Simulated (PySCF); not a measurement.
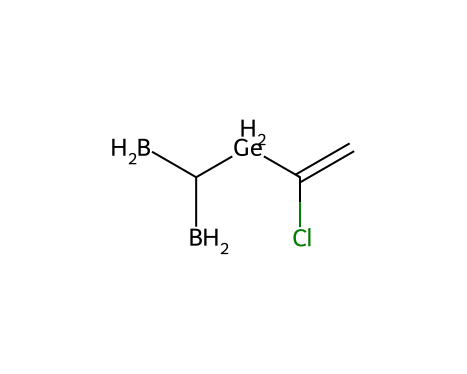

Structural formula above. The geometry was computed by an optimisation with GFN2-xTB. No frequency run is at hand to confirm it as a minimum.

What does the molecule look like in three dimensions?

Formula C3H9B2ClGe. Its SMILES string is `B[CH](B)[GeH2][C](=C)Cl`. Among its groups: alkene, C–Cl bond, B–H bond. This geometry has C1 symmetry. Coordination: 2 B trigonal planar; 1 C tetrahedral; 1 Ge tetrahedral; 2 C trigonal planar.

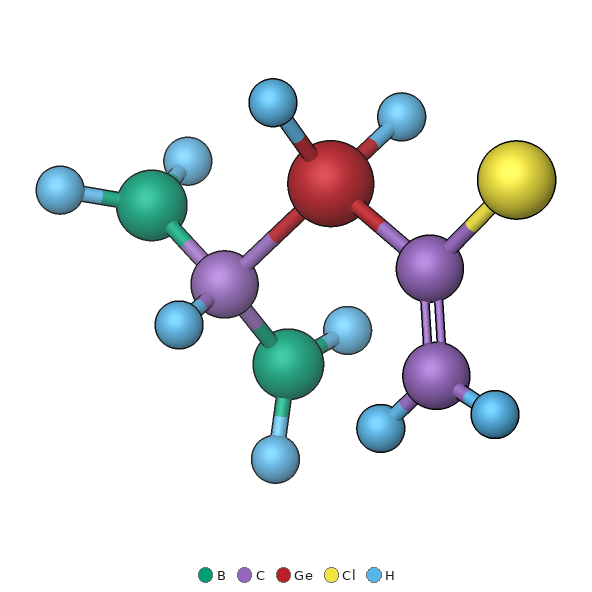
